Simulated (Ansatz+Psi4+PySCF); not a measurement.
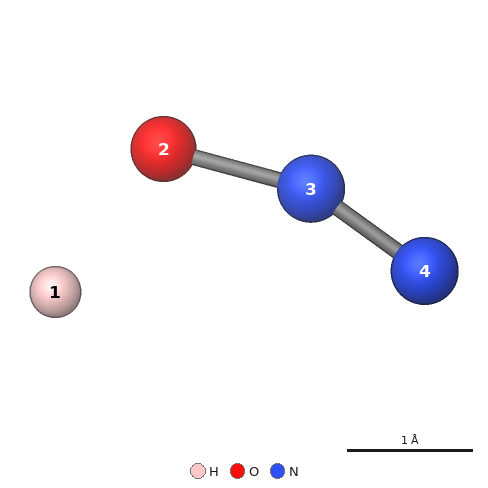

(Drawn from a calculation with Ansatz+Psi4+PySCF.)

Orthographic view. Distant atoms are faded towards the background colour. The species is neutral and a spin doublet. Geometry: a fixed input geometry, not necessarily a minimum.

List all interatomic distances (Å) as a matrix.

| atom | H1 | O2 | N3 | N4 |
| --- | --- | --- | --- | --- |
| H1 | 0.00 |  |  |  |
| O2 | 1.44 | 0.00 |  |  |
| N3 | 2.22 | 1.24 | 0.00 |  |
| N4 | 2.99 | 2.33 | 1.13 | 0.00 |
